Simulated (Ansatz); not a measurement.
**C3H9BS: geometry and vibrations**

Aim: relax C3H9BS from a cheap starting geometry, check the end point by its vibrations and derive ideal-gas thermochemistry.

Method: RKS PBE0-D4/def2-TZVP; program: Ansatz 0.2.0, Gaussian basis.

Levels to be run: relaxation at PBE-D4/def2-SVP; relaxation at PBE0-D4/def2-TZVP; harmonic vibrations at the same level.

1 further run of the same task is left out (set aside as unsound or not needed).

## Step 1: The system as given

SMILES `CBCSC`, 14 atoms, charge 0, spin multiplicity 1.

Atoms are counted from 1 here; the program's logs count them from 0.

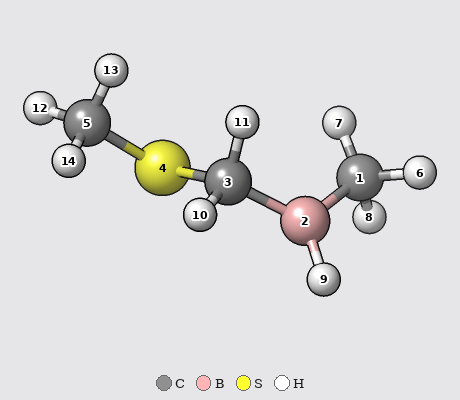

As it starts; carbon grey, boron pink, sulfur yellow, hydrogen white; atoms are numbered from 1 in the order of the file.

As a file:

```xyz
14
C3H9BS
C    -1.7601    0.8979    1.3308
B    -0.9480    1.2624    0.0235
C     0.3420    0.4444   -0.3223
S     0.0179   -1.2831   -0.6571
C     1.6651   -1.8219   -0.9652
H    -1.8457    1.8569    1.9676
H    -1.3305    0.1037    1.8887
H    -2.8003    0.6847    1.0068
H    -1.2628    2.1757   -0.6363
H     0.8641    0.8919   -1.1763
H     1.0564    0.5017    0.5790
H     1.6957   -2.8883   -1.1767
H     2.2252   -1.6196   -0.0522
H     2.0679   -1.2358   -1.7815
```

The start is a force-field geometry with small random shifts, so a cheaper pass at PBE-D4/def2-SVP comes first.

## Step 2: Optimising with PBE-D4/def2-SVP (cheap first pass)

File in.yaml:

```yaml
crystal:
  periodic: [false, false, false]
  atoms:
    - {symbol: C, position_ang: [-1.760100, 0.897900, 1.330800]}
    - {symbol: B, position_ang: [-0.948000, 1.262400, 0.023500]}
    - {symbol: C, position_ang: [0.342000, 0.444400, -0.322300]}
    - {symbol: S, position_ang: [0.017900, -1.283100, -0.657100]}
    - {symbol: C, position_ang: [1.665100, -1.821900, -0.965200]}
    - {symbol: H, position_ang: [-1.845700, 1.856900, 1.967600]}
    - {symbol: H, position_ang: [-1.330500, 0.103700, 1.888700]}
    - {symbol: H, position_ang: [-2.800300, 0.684700, 1.006800]}
    - {symbol: H, position_ang: [-1.262800, 2.175700, -0.636300]}
    - {symbol: H, position_ang: [0.864100, 0.891900, -1.176300]}
    - {symbol: H, position_ang: [1.056400, 0.501700, 0.579000]}
    - {symbol: H, position_ang: [1.695700, -2.888300, -1.176700]}
    - {symbol: H, position_ang: [2.225200, -1.619600, -0.052200]}
    - {symbol: H, position_ang: [2.067900, -1.235800, -1.781500]}
basis:
  gaussian: {orbitals: def2-SVP}
hamiltonian: {xc: pbe, dispersion: d4}
relax: {f_tol: 0.03, max_steps: 200}
```

Log (excerpt; [...] marks lines left out):

```text
Functional definition: PBE
  name "PBE"
  cite "Perdew, Burke & Ernzerhof, Phys. Rev. Lett. 77, 3865 (1996) doi:10.1103/PhysRevLett.77.3865"
  parent pbe
[...]
1355 factors; their error is unknown
[...]
mean field -14752.06568225 eV, -542.1284145135 hartree, gradient 2.9e-5 eV, S^2 0.000000; 0 other end points of the search recorded, 0 dependent functions left out
[...]
reference -14752.06571996 eV, -542.1284158993 hartree; 24, 24 occupied and 95, 95 virtual orbitals, 1355 factors
relax step   1: F+E_penalty+E_count = -14752.34370895 eV  Δ(F+E_penalty+E_count) = +0.000e0 eV  max|allowed force component| = 2.478e0 eV/Å  Δτ_max = 0.0000 Å  (30 SCF iters, accepted)
[...]
relax step   6: F+E_penalty+E_count = -14752.66210806 eV  Δ(F+E_penalty+E_count) = -1.224e-2 eV  max|allowed force component| = 1.870e-1 eV/Å  Δτ_max = 0.1677 Å  (27 SCF iters, accepted)
[...]
relax step  11: F+E_penalty+E_count = -14752.71189820 eV  Δ(F+E_penalty+E_count) = -6.524e-3 eV  max|allowed force component| = 1.483e-1 eV/Å  Δτ_max = 0.1000 Å  (27 SCF iters, accepted)
[...]
relax step  16: F+E_penalty+E_count = -14752.71696408 eV  Δ(F+E_penalty+E_count) = -7.950e-5 eV  max|allowed force component| = 1.009e-1 eV/Å  Δτ_max = 0.0528 Å  (28 SCF iters, accepted)
[...]
reference -14752.44167944 eV, -542.1422321555 hartree; 24, 24 occupied and 95, 95 virtual orbitals, 1355 factors
Total energy: -14752.71765987 eV, -542.1523742489 hartree
Atom 0 at    -1.883086     0.866238     1.251056 Å, force    -0.003316     0.000110     0.001159 eV/Å
Atom 1 at    -0.760980     1.411909     0.313416 Å, force    -0.002364    -0.000398     0.000513 eV/Å
Atom 2 at     0.342594     0.514848    -0.357404 Å, force    -0.001724     0.002383    -0.000866 eV/Å
Atom 3 at     0.147354    -1.280730    -0.139917 Å, force     0.000199    -0.004833     0.000517 eV/Å
Atom 4 at     1.693873    -1.866478    -0.896143 Å, force     0.000896     0.000496     0.000268 eV/Å
Atom 5 at    -2.336790     1.613821     1.929870 Å, force     0.000991    -0.001329    -0.001749 eV/Å
Atom 6 at    -1.597135    -0.049684     1.808540 Å, force    -0.000261     0.001463    -0.000473 eV/Å
Atom 7 at    -2.695250     0.542653     0.552091 Å, force     0.003616    -0.000314     0.000901 eV/Å
Atom 8 at    -0.707659     2.603774     0.039284 Å, force     0.000687    -0.000355     0.000395 eV/Å
Atom 9 at     0.450226     0.782030    -1.434104 Å, force     0.001254     0.000765    -0.001271 eV/Å
Atom 10 at     1.297909     0.862785     0.113946 Å, force     0.002184     0.002243     0.001108 eV/Å
Atom 11 at     1.690254    -2.972135    -0.833126 Å, force    -0.001602     0.001680     0.000202 eV/Å
Atom 12 at     2.583881    -1.484317    -0.354132 Å, force    -0.000401    -0.001003    -0.001409 eV/Å
Atom 13 at     1.761708    -1.574113    -1.964576 Å, force    -0.000160    -0.000908     0.000704 eV/Å
Dipole moment:     0.180876     0.055853    -0.095157 e Å
```

Wall time 28 s (4 threads, shared host).

Relaxation path: (the energy doesn't fall at every step)

```csv
step,energy from step 1 (eV),largest force component (eV/Å)
1,0.0000,2.4780
2,-0.2496,0.8138
3,-0.2870,0.3539
4,-0.3007,0.1485
5,-0.3062,0.1077
6,-0.3184,0.1870
7,-0.3316,0.2599
8,-0.3384,0.4759
9,-0.3133,0.5774
10,-0.3617,0.1310
11,-0.3682,0.1483
12,-0.3701,0.1385
13,-0.3718,0.0596
14,-0.3725,0.0423
15,-0.3732,0.0322
16,-0.3733,0.1009
17,-0.3737,0.0428
18,-0.3738,0.0310
19,-0.3737,0.0280
20,-0.3739,0.0048
```

The force was under the threshold of 0.03 eV/Å already at step 19, but the program went on to step 20.

Close pairs (by a distance rule), those that changed most:

```csv
bond,before (Å),after (Å),change (Å)
S4–C5,1.760,1.818,+0.058
B2–H9,1.170,1.224,+0.054
C1–H7,1.061,1.110,+0.048
C1–H6,1.154,1.107,-0.047
C3–H11,1.152,1.121,-0.031
C3–S4,1.789,1.819,+0.030
C5–H14,1.083,1.110,+0.027
C1–B2,1.582,1.561,-0.021
```

## Step 3: Optimising with PBE0-D4/def2-TZVP

File in.yaml:

```yaml
crystal:
  periodic: [false, false, false]
  atoms:
    - {symbol: C, position_ang: [-1.883086, 0.866238, 1.251056]}
    - {symbol: B, position_ang: [-0.760980, 1.411909, 0.313416]}
    - {symbol: C, position_ang: [0.342594, 0.514848, -0.357404]}
    - {symbol: S, position_ang: [0.147354, -1.280730, -0.139917]}
    - {symbol: C, position_ang: [1.693873, -1.866478, -0.896143]}
    - {symbol: H, position_ang: [-2.336790, 1.613821, 1.929870]}
    - {symbol: H, position_ang: [-1.597135, -0.049684, 1.808540]}
    - {symbol: H, position_ang: [-2.695250, 0.542653, 0.552091]}
    - {symbol: H, position_ang: [-0.707659, 2.603774, 0.039284]}
    - {symbol: H, position_ang: [0.450226, 0.782030, -1.434104]}
    - {symbol: H, position_ang: [1.297909, 0.862785, 0.113946]}
    - {symbol: H, position_ang: [1.690254, -2.972135, -0.833126]}
    - {symbol: H, position_ang: [2.583881, -1.484317, -0.354132]}
    - {symbol: H, position_ang: [1.761708, -1.574113, -1.964576]}
basis:
  gaussian: {orbitals: def2-TZVP}
hamiltonian: {xc: pbe0, dispersion: d4}
relax: {f_tol: 0.005, max_steps: 150}
```

Log (excerpt; [...] marks lines left out):

```text
Functional definition: PBE0
  name "PBE0"
  cite "Adamo & Barone, J. Chem. Phys. 110, 6158 (1999) doi:10.1063/1.478522"
  cite "Perdew, Burke & Ernzerhof, Phys. Rev. Lett. 77, 3865 (1996) doi:10.1103/PhysRevLett.77.3865"
  parent pbe
[...]
1376 factors; their error is unknown
[...]
mean field -14762.33377013 eV, -542.5057597832 hartree, gradient 2.3e-5 eV, S^2 0.000000; 0 other end points of the search recorded, 0 dependent functions left out
[...]
reference -14762.33380571 eV, -542.5057610907 hartree; 24, 24 occupied and 191, 191 virtual orbitals, 1376 factors
relax step   1: F+E_penalty+E_count = -14762.56656761 eV  Δ(F+E_penalty+E_count) = +0.000e0 eV  max|allowed force component| = 5.648e-1 eV/Å  Δτ_max = 0.0000 Å  (28 SCF iters, accepted)
[...]
Atom 4 at     1.683856    -1.846215    -0.897035 Å, force     0.001692    -0.000171    -0.000999 eV/Å
Atom 5 at    -2.330984     1.590527     1.892852 Å, force    -0.001406     0.000771     0.000864 eV/Å
Atom 6 at    -1.663045    -0.066326     1.754870 Å, force     0.001501    -0.000979    -0.000031 eV/Å
Atom 7 at    -2.691422     0.587125     0.499464 Å, force    -0.002236     0.000627    -0.000056 eV/Å
Atom 8 at    -0.668462     2.569247     0.084750 Å, force     0.000371    -0.000248     0.000150 eV/Å
Atom 9 at     0.409302     0.724167    -1.387499 Å, force     0.000582    -0.000837     0.001123 eV/Å
Atom 10 at     1.336518     0.873605     0.082869 Å, force    -0.001238     0.000666    -0.000021 eV/Å
Atom 11 at     1.704203    -2.932393    -0.800520 Å, force     0.000317     0.000215     0.000115 eV/Å
Atom 12 at     2.595058    -1.437538    -0.455371 Å, force    -0.000072    -0.000401    -0.000048 eV/Å
Atom 13 at     1.644109    -1.589201    -1.957517 Å, force    -0.000019    -0.000268    -0.000108 eV/Å
Dipole moment:     0.184260     0.091961    -0.140628 e Å
```

Wall time 48 s (4 threads, shared host); peak memory 0.58 GiB.

The steps of the relaxation:

```csv
step,energy from step 1 (eV),largest force component (eV/Å)
1,0.0000,0.5648
2,-0.0538,0.2093
3,-0.0601,0.0624
4,-0.0600,0.0451
5,-0.0604,0.0187
6,-0.0608,0.0290
7,-0.0610,0.0355
8,-0.0610,0.0305
9,-0.0611,0.0245
10,-0.0611,0.0401
11,-0.0612,0.0085
12,-0.0612,0.0028
```

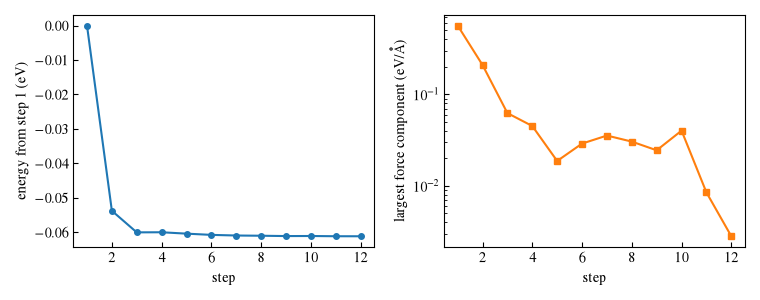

Energy and force, step by step.

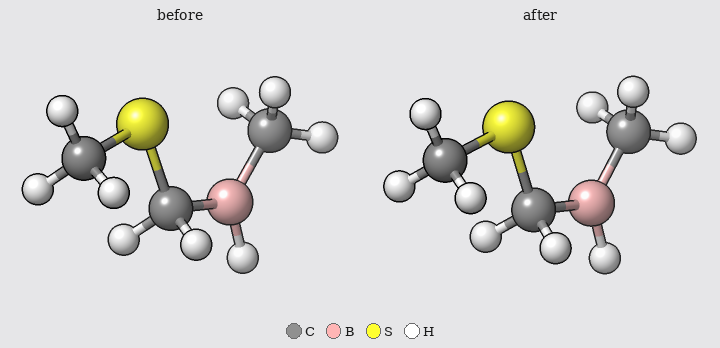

Before and after, at one scale.

Distances of close pairs at the start and the end, largest changes first:

```csv
bond,before (Å),after (Å),change (Å)
C3–S4,1.819,1.796,-0.023
S4–C5,1.818,1.796,-0.023
B2–H9,1.224,1.203,-0.021
C3–H11,1.121,1.101,-0.019
C5–H13,1.110,1.092,-0.018
C5–H14,1.110,1.092,-0.018
C1–H7,1.110,1.093,-0.017
C5–H12,1.107,1.091,-0.017
```

Mulliken charges at the end point, from the run's report:

C1 -0.44; B2 0.01; C3 -0.25; S4 -0.10; C5 -0.36; H6 0.14; H7 0.15; H8 0.15; H9 0.02; H10 0.14; H11 0.14; H12 0.15; H13 0.13; H14 0.13

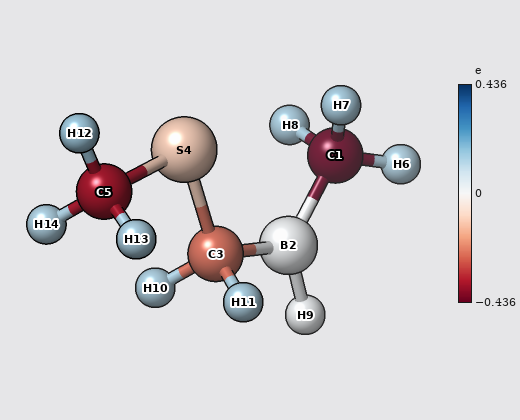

Mulliken charges at the end point, from the run's report, as colours on the atoms.

## Step 4: Harmonic vibrations

File in.yaml:

```yaml
crystal:
  periodic: [false, false, false]
  atoms:
    - {symbol: C, position_ang: [-1.896142, 0.854593, 1.215021]}
    - {symbol: B, position_ang: [-0.735445, 1.395520, 0.339176]}
    - {symbol: C, position_ang: [0.375624, 0.507502, -0.311070]}
    - {symbol: S, position_ang: [0.223728, -1.260013, -0.031190]}
    - {symbol: C, position_ang: [1.683856, -1.846215, -0.897035]}
    - {symbol: H, position_ang: [-2.330984, 1.590527, 1.892852]}
    - {symbol: H, position_ang: [-1.663045, -0.066326, 1.754870]}
    - {symbol: H, position_ang: [-2.691422, 0.587125, 0.499464]}
    - {symbol: H, position_ang: [-0.668462, 2.569247, 0.084750]}
    - {symbol: H, position_ang: [0.409302, 0.724167, -1.387499]}
    - {symbol: H, position_ang: [1.336518, 0.873605, 0.082869]}
    - {symbol: H, position_ang: [1.704203, -2.932393, -0.800520]}
    - {symbol: H, position_ang: [2.595058, -1.437538, -0.455371]}
    - {symbol: H, position_ang: [1.644109, -1.589201, -1.957517]}
basis:
  gaussian: {orbitals: def2-TZVP}
hamiltonian: {xc: pbe0, dispersion: d4}
phonons: {temperatures: {t_min: 298.15, t_max: 900, t_step: 200}}
```

Log (excerpt; [...] marks lines left out):

```text
Functional definition: PBE0
  name "PBE0"
  cite "Adamo & Barone, J. Chem. Phys. 110, 6158 (1999) doi:10.1063/1.478522"
  cite "Perdew, Burke & Ernzerhof, Phys. Rev. Lett. 77, 3865 (1996) doi:10.1103/PhysRevLett.77.3865"
  parent pbe
[...]
1376 factors; their error is unknown
[...]
mean field -14762.39359252 eV, -542.5079582152 hartree, gradient 2.2e-5 eV, S^2 0.000000; 0 other end points of the search recorded, 0 dependent functions left out
[...]
reference -14762.39362776 eV, -542.5079595105 hartree; 24, 24 occupied and 191, 191 virtual orbitals, 1376 factors
[...]
1376 factors; their error is unknown
mean field -14762.39342916 eV, -542.5079522119 hartree, gradient 1.5e-6 eV, S^2 0.000000; 0 other end points of the search recorded, 0 dependent functions left out
[...]
reference -14762.39346441 eV, -542.5079535073 hartree; 24, 24 occupied and 191, 191 virtual orbitals, 1376 factors
[...]
Atom 7 at    -2.691422     0.587125     0.499464 Å, force    -0.002244     0.000621    -0.000065 eV/Å
Atom 8 at    -0.668462     2.569247     0.084750 Å, force     0.000375    -0.000235     0.000146 eV/Å
Atom 9 at     0.409302     0.724167    -1.387499 Å, force     0.000585    -0.000830     0.001137 eV/Å
Atom 10 at     1.336518     0.873605     0.082869 Å, force    -0.001224     0.000664    -0.000019 eV/Å
Atom 11 at     1.704203    -2.932393    -0.800520 Å, force     0.000316     0.000198     0.000122 eV/Å
Atom 12 at     2.595058    -1.437538    -0.455371 Å, force    -0.000059    -0.000395    -0.000043 eV/Å
Atom 13 at     1.644109    -1.589201    -1.957517 Å, force    -0.000017    -0.000266    -0.000087 eV/Å
Dipole moment:     0.184261     0.091962    -0.140628 e Å
Vibrations: 44.69 65.04 135.76 146.99 191.22 240.39 449.25 541.91 573.56 691.37 752.21 817.61 923.92 949.28 973.41 991.91 1029.94 1104.63 1191.91 1251.99 1327.58 1346.54 1393.69 1422.37 1457.85 1464.14 1473.43 2572.76 2997.31 3004.47 3038.27 3044.60 3092.12 3124.80 3144.13 3149.00 cm⁻¹, [...]
```

Wall time 3.9 min (4 threads, shared host); peak memory 0.59 GiB.

Motions are named by where the mode's potential energy lies. Wavenumbers, unscaled:

```csv
mode,cm⁻¹,motion
1,45,torsion
2,65,torsion
3,136,torsion
4,147,bend with torsion
5,191,torsion
6,240,bend
7,449,bend
8,542,torsion with bend
9,574,torsion with bend
10,691,C–S and B–C stretch
11,752,C–S stretch
12,818,B–C stretch with bend
13,924,bend
14,949,torsion with bend
15,973,bend with torsion
16,992,bend
17,1030,bend with B–C stretch
18,1105,bend
19,1192,bend
20,1252,bend with B–C stretch
21,1328,bend
22,1347,bend
23,1394,bend
24,1422,bend
25,1458,bend
26,1464,bend
27,1473,bend
28,2573,B–H stretch
29,2997,C–H stretch
30,3004,C–H stretch
31,3038,C–H stretch
32,3045,C–H stretch
33,3092,C–H stretch
34,3125,C–H stretch
35,3144,C–H stretch
36,3149,C–H stretch
```

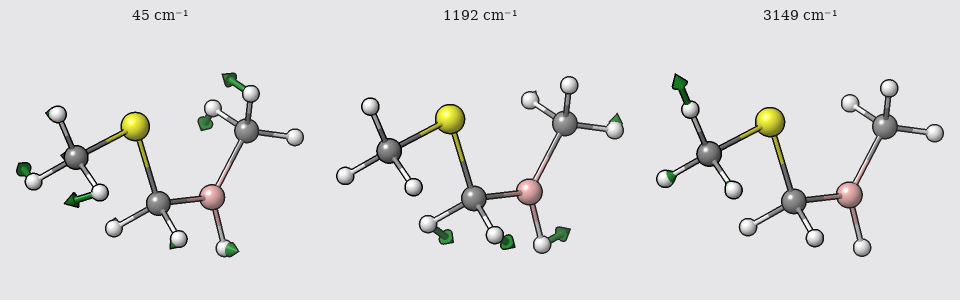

How the atoms move in 3 of the modes.

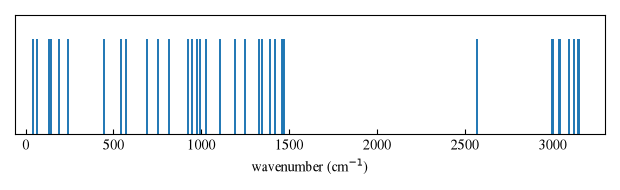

The harmonic wavenumbers as sticks (no intensities were computed).

From these modes and the moments of inertia (298.15 K, 1 bar, symmetry number 1):

```csv
term,value
zero-point energy,71.7 kcal/mol
H(298) − E,77.3 kcal/mol
"entropy, translation",164.7 J/(mol K)
"entropy, rotation",111.4 J/(mol K)
"entropy, vibration",93.4 J/(mol K)
"entropy, total",369.5 J/(mol K)
```

## Step 5: Results

| quantity | value |
| --- | --- |
| point group | C1 |
| steps | 20 + 12 |
| shift from the start (rms) | 0.532 Å |
| total energy | -14762.6278 eV |
| dispersion term | -234 meV |
| dipole moment | 1.20 D |
| lowest, highest wavenumber | 45, 3149 cm⁻¹ |
| zero-point energy | 71.7 kcal/mol |
| entropy at 298.15 K | 369.5 J/(mol K) |

What this shows: The atoms moved 0.53 Å (rms) from the start; the bond that changed most is C1–H6, from 1.154 to 1.091 Å. All wavenumbers are real, so the end point is a minimum. The stiffest mode, 3149 cm⁻¹, is a C–H stretch, and 5 modes under 200 cm⁻¹ make the vibrational entropy uncertain. Harmonic hybrid wavenumbers usually lie a few per cent above measured fundamentals. The largest Mulliken charge, -0.44 e, sits on C1.
